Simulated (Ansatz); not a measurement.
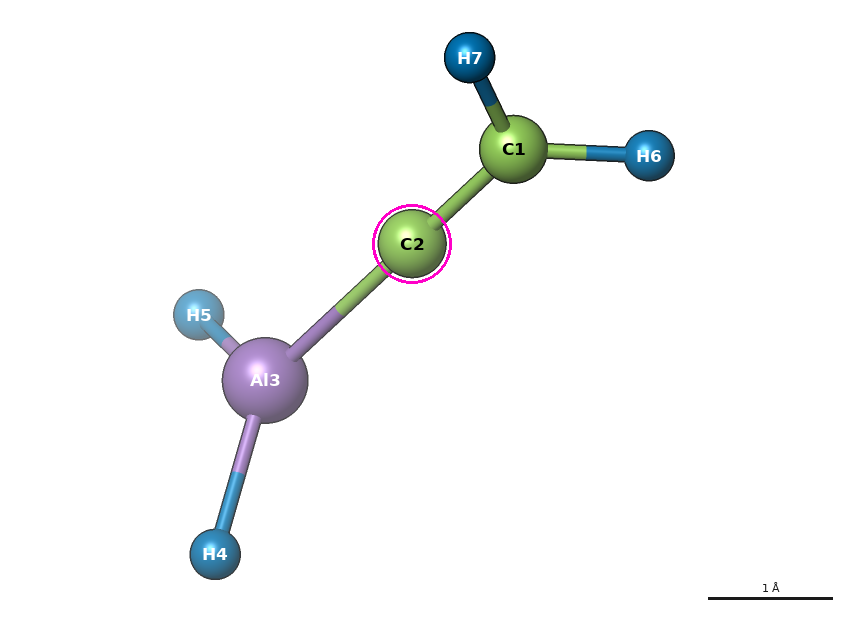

Orthographic view. Atoms fade into the background with distance from the viewer. State: neutral, doublet. Computed geometry: PBE-D4/def2-SVP optimisation. No frequency run is at hand to confirm it as a minimum.

### Name the neighbours of the circled atom.

The circled atom is C2; it is bonded to C1, Al3.

### Which atom is farthest from the viewer?

H5, 2.2 Å behind the mean position.

### Which atom is nearest the viewer?

H7, 1.6 Å in front of the mean position.
